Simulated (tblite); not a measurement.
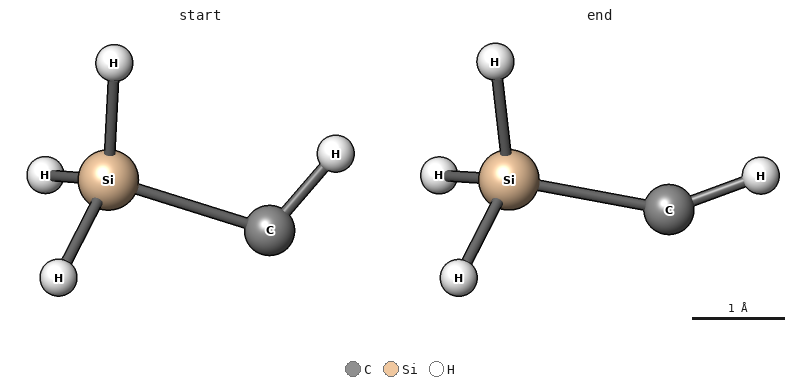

The structure of CH4Si (multiplicity 3) before (left) and after (right) a relaxation, at one scale.

The picture is a ball-and-stick view, seen at a tilt.

These are results of GFN2-xTB geometry optimisation, gas phase in tblite 0.8.0, not measurements. 

**Describe what moved and what it gained.**

The energy falls by 7.24 kcal/mol in 27 geometry steps. The largest move after the best rigid fit is that of an H atom, 0.38 Å. By element the largest moves are H 0.38 Å, C 0.25 Å, Si 0.01 Å. Among the contacts that change: C–Si 1.891 → 1.808 Å, C–H 1.117 → 1.070 Å, H–Si 1.449 → 1.473 Å, H–Si 1.484 → 1.467 Å. Among the angles between lasting bonds that change: Si–C–H 110.7° → 148.4°, C–Si–H 104.6° → 110.5°, H–Si–H 113.9° → 108.9°.
